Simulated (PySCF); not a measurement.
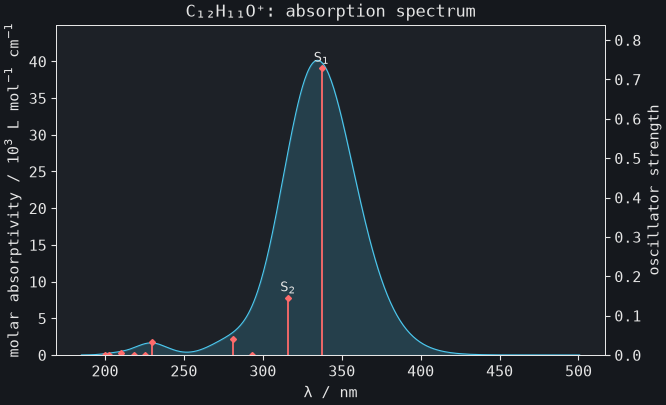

Computed absorption of C₁₂H₁₁O⁺, SMILES C=CC/C=C/c1ccc(C#[O+])cc1. Vertical TDDFT excitations, ωB97X-D/def2-SVPD with PySCF 2.14.0, at a PBE0-D3(BJ)/def2-SVP geometry (no frequency check), gas phase. The lowest 10 singlet states are shown; each is broadened by a Gaussian of 1/e half-width 0.33 eV. Sticks give oscillator strengths (right axis).

**Does any vertical transition fall in the visible?**

No singlet lies below 3.1 eV (beyond 400 nm), so at this level no vertical transition falls in the visible.

**Which of the computed transitions is the brightest, and what character does the calculation give it?**

S1 at 3.68 eV (337 nm), f = 0.729, mainly HOMO → LUMO (50 %).

**Where is the lowest singlet, and is it bright?**

S1 lies at 3.68 eV (337 nm) with f = 0.729, mainly HOMO → LUMO (50 %); it is bright.

Caveats: one conformer of a flexible molecule; core orbitals are frozen in the response.
